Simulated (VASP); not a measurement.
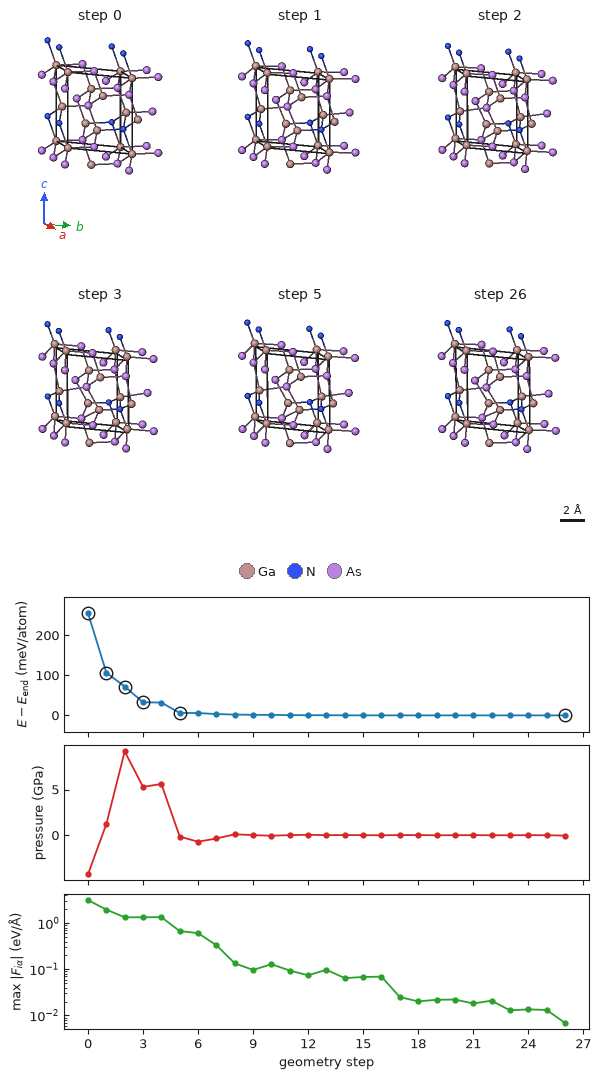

Frames of a relaxation of a crystal of Ga4As3N (a generated structure, set up in Cm), marked on the history of the run. Style: ball-and-stick. Shown: the cell of the calculation, slightly off an axis.

The run lets cell and atoms move.

Level of theory: VASP 6.6.1, Kohn-Sham DFT of a periodic cell, LDA, VASP PAW LDA potentials, recommended.

The input:
```
  PREC = Accurate
  ENCUT = 300
  EDIFF = 1E-6
  ISMEAR = 0
  SIGMA = 0.02
  LREAL = False
  LASPH = True
  NELM = 80
  ALGO = Fast
  ISIF = 3
  LWAVE = False
  LCHARG = False
  IBRION = 2
  NSW = 60
  EDIFFG = -0.01
  KPAR = 2
```

Command:
```bash
cat potpaw_LDA.64/Ga_d/POTCAR potpaw_LDA.64/N/POTCAR potpaw_LDA.64/As/POTCAR > POTCAR
mpirun -np 2 vasp_std > vasp.out
```

Describe the path.

The largest move relative to the cell is that of a Ga atom, 0.38 Å roughly along [1 2 0]. By element the largest moves are Ga 0.38 Å, As 0.14 Å, N 0.03 Å. The drawn cell changes as follows: a 3.846 → 3.776 Å (−1.8 %), b 6.662 → 6.480 Å (−2.7 %), c 6.662 → 6.415 Å (−3.7 %), α 99.6° → 100.3°, γ 106.8° → 106.9°; the volume changes by −8.3 %. Some distances before and after: Ga–N 2.355 → 1.926 Å, Ga–N 2.355 → 1.963 Å, Ga–N 2.355 → 2.121 Å, As–Ga 2.355 → 2.486 Å. Bond angles that change, for instance: N–Ga–N 109.5° → 125.7°, Ga–N–Ga 109.5° → 125.7°, As–Ga–As 109.5° → 95.4°. The space group stays Cm (No. 8). The energy falls by 256 meV per atom in 26 geometry steps. Largest force component: 3.2 eV/Å at the start, 0.0069 eV/Å at the end. Pressure: −4.25 GPa at the start and −0.03 GPa at the end. From step 0 to 1: a Ga atom moves most (0.15 Å), volume −7.5 %, energy −149 meV per atom. From step 1 to 2: a Ga atom moves most (0.14 Å), volume −7.2 %, energy −34.6 meV per atom. From step 2 to 3: a Ga atom moves most (0.12 Å), volume +2.6 %, energy −39.4 meV per atom. From step 3 to 5: a Ga atom moves most (0.04 Å), volume +4.3 %, energy −26.7 meV per atom. From step 5 to 26: a Ga atom moves most (0.07 Å), volume −0.3 %, energy −6.1 meV per atom.
